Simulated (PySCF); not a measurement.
## NMR shielding calculation, with input and output: C$_{5}$H$_{6}$B$_{2}$F$_{2}$Si

C$_{5}$H$_{6}$B$_{2}$F$_{2}$Si, SMILES C#C[SiH2]C#CBCB(F)F, computed with GIAO PBE0/pcSseg-1 NMR shielding, non-relativistic, gas phase (PySCF 2.14.0).

The geometry comes from this level: GFN2-xTB. It belongs to a series of runs on one base structure; here: SiH2 inserted into a C-C bond. Figures and captions count atoms from 1; the log counts them from 0 in places.

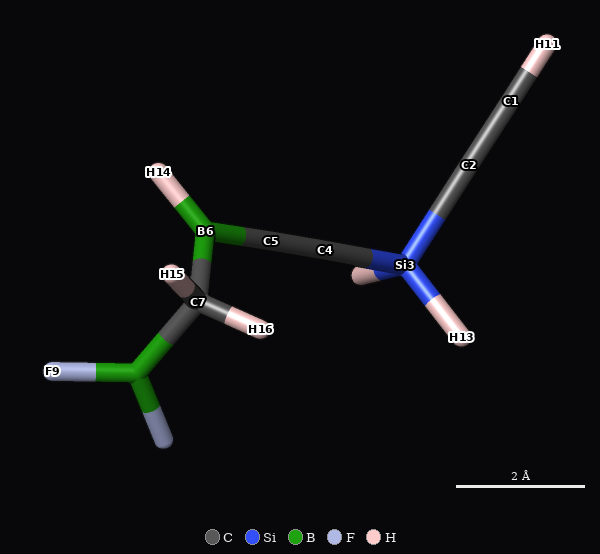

**Figure 1.** The structure as given in the input (stick view, seen at a tilt; atoms are numbered from 1 in the order of the input).

**Results in brief**

- outcome: converged
- total energy: −732.368078 hartree
- HOMO: −8.10 eV
- LUMO: −2.55 eV
- dipole moment: 2.12 D
- isotropic shielding, C: 38.0 to 156.9 ppm
- isotropic shielding, Si: 441.6 ppm
- isotropic shielding, B: 33.2 to 74.3 ppm
- isotropic shielding, F: 230.8 ppm
- isotropic shielding, H: 24.9 to 29.7 ppm
- hardware: 1 CPU thread, shared host
- wall time: 69 s
- peak memory: 0.91 GiB

**Input**
```
{"job": {"kind": "nmr", "xc": "PBE0", "basis": "pcSseg-1"}, "charge": 0, "multiplicity": 1}
C      4.739460    -0.232525     0.125529
C      3.770725     0.037499    -0.532607
Si     2.284169     0.449979    -1.555891
C      0.848560     0.454335    -0.384523
C     -0.099893     0.463501     0.375337
B     -1.278198     0.477377     1.298622
C     -2.547139    -0.413674     0.950189
B     -3.468770     0.439763     0.012820
F     -4.409613     1.250803     0.461671
F     -3.351569     0.448838    -1.302628
H      5.584646    -0.467365     0.706973
H      2.437401     1.793490    -2.126068
H      2.093015    -0.588587    -2.575262
H     -1.278314     1.159023     2.250515
H     -3.086498    -0.676893     1.857949
H     -2.245581    -1.319136     0.425962
```

The first line tells a small driver script what to run in PySCF; the rest is the geometry in Å.

Launched with:
```bash
OMP_NUM_THREADS=1 python <driver script> task.json out
```

**Log**
```
coarse grid: 15120 points
cycle   1  E = -732.1846371063  dE =  1.087e+00  |g| = 7.621e-01  |ddm| = 3.805e+00
cycle   2  E = -732.1406131524  dE =  4.402e-02  |g| = 9.553e-01  |ddm| = 1.300e+00
cycle   3  E = -732.2979020068  dE = -1.573e-01  |g| = 1.066e-01  |ddm| = 6.374e-01
cycle   4  E = -732.2995676229  dE = -1.666e-03  |g| = 5.614e-02  |ddm| = 1.001e-01
cycle   5  E = -732.3001983615  dE = -6.307e-04  |g| = 2.710e-02  |ddm| = 5.285e-02
cycle   6  E = -732.3003750509  dE = -1.767e-04  |g| = 4.723e-03  |ddm| = 2.077e-02
cycle   7  E = -732.3003783611  dE = -3.310e-06  |g| = 3.288e-03  |ddm| = 4.961e-03
cycle   8  E = -732.3003810285  dE = -2.667e-06  |g| = 3.234e-04  |ddm| = 2.211e-03
final grid: 145824 points
cycle   9  E = -732.3680681080  dE = -6.469e-05  |g| = 6.240e-03  |ddm| = 3.229e-02
cycle  10  E = -732.3680679504  dE =  1.576e-07  |g| = 6.300e-03  |ddm| = 1.144e-02
cycle  11  E = -732.3680777206  dE = -9.770e-06  |g| = 6.494e-04  |ddm| = 5.412e-03
cycle  12  E = -732.3680777666  dE = -4.601e-08  |g| = 4.770e-04  |ddm| = 7.431e-04
cycle  13  E = -732.3680778224  dE = -5.578e-08  |g| = 9.703e-05  |ddm| = 3.589e-04
cycle  14  E = -732.3680778246  dE = -2.264e-09  |g| = 3.144e-05  |ddm| = 1.001e-04
cycle  15  E = -732.3680778248  dE = -1.769e-10  |g| = 1.762e-05  |ddm| = 3.321e-05
```

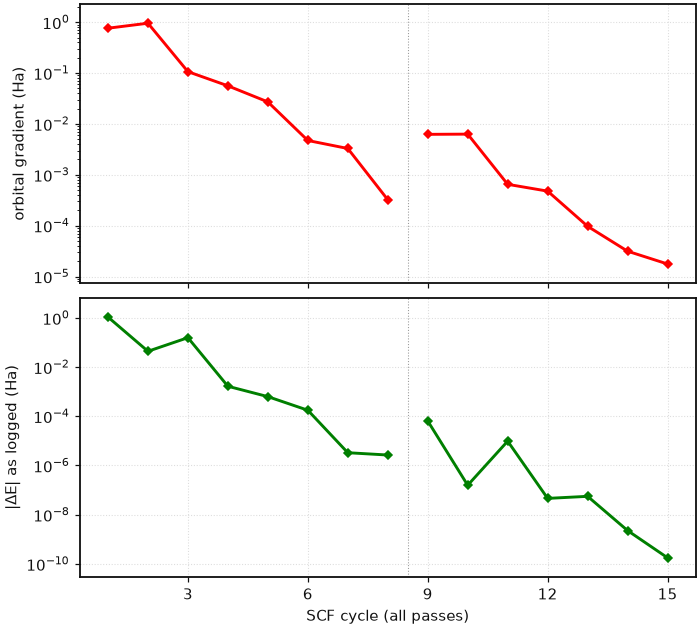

**Figure 2.** Convergence of the self-consistent field: orbital gradient and size of the energy change against the SCF cycle. The dotted line marks the change from a coarse to the final integration grid. The first 8 cycles use a coarse grid, the final grid takes over at cycle 9, and the field converges after 15 cycles in all.

```
converged SCF energy = -732.3680778248

GIAO shielding tensors (ppm)
atom      isotropic    diamagn.    paramagn.     s11        s22        s33       span
  0 C       81.663     260.655    -178.992     -4.087     -1.187    250.263    254.350
  1 C      104.253     258.731    -154.478      9.496     14.418    288.846    279.350
  2 Si     441.598     881.622    -440.024    435.277    442.088    447.431     12.153
  3 C       38.034     268.682    -230.648    -27.639     10.031    131.709    159.348
  4 C       60.015     260.883    -200.868    -54.505    -40.598    275.147    329.652
  5 B       33.201     196.802    -163.601    -41.915     12.319    129.200    171.115
  6 C      156.872     260.074    -103.202    101.419    169.100    200.096     98.677
  7 B       74.309     193.076    -118.767     51.717     79.727     91.484     39.767
  8 F      230.764     461.836    -231.073     48.380    289.601    354.309    305.930
  9 F      230.757     470.743    -239.986     49.645    288.955    353.671    304.026
 10 H       29.737      33.025      -3.288     24.722     24.806     39.682     14.960
 11 H       26.793      27.425      -0.632     23.578     25.277     31.524      7.947
 12 H       26.761      28.459      -1.698     23.292     25.459     31.532      8.240
 13 H       24.898      31.441      -6.543     21.275     25.700     27.719      6.444
 14 H       29.378      28.368       1.010     26.842     27.427     33.865      7.023
 15 H       29.652      35.078      -5.425     26.593     28.906     33.458      6.866
```

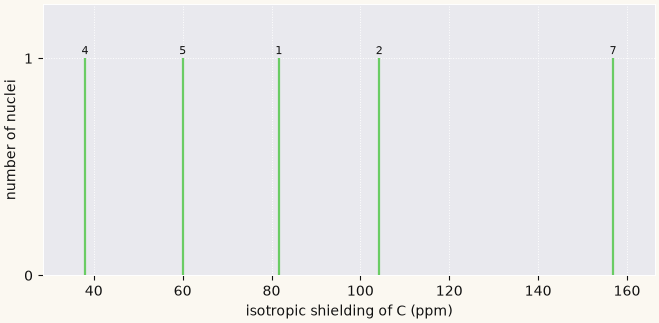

**Figure 3.** Isotropic shieldings of the carbon nuclei in this fixed geometry, labelled by atom number; shielding grows to the right, so chemical shift grows to the left. The least shielded is C4 (38.0 ppm), the most shielded C7 (156.9 ppm).

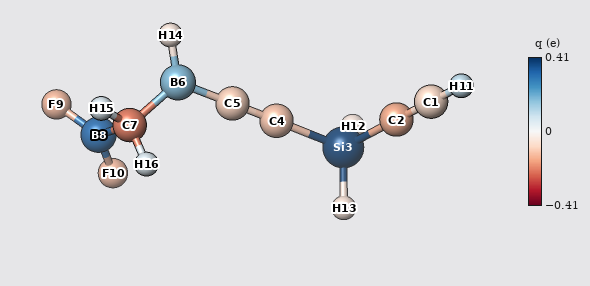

**Figure 4.** Hirshfeld charges, as the colour of each atom (ball-and-stick view, seen at a tilt; atoms are numbered from 1 in the order of the input). By element: C −0.21 to −0.07, Si +0.39, B +0.18 to +0.32, F −0.14 and H −0.06 to +0.10 e.
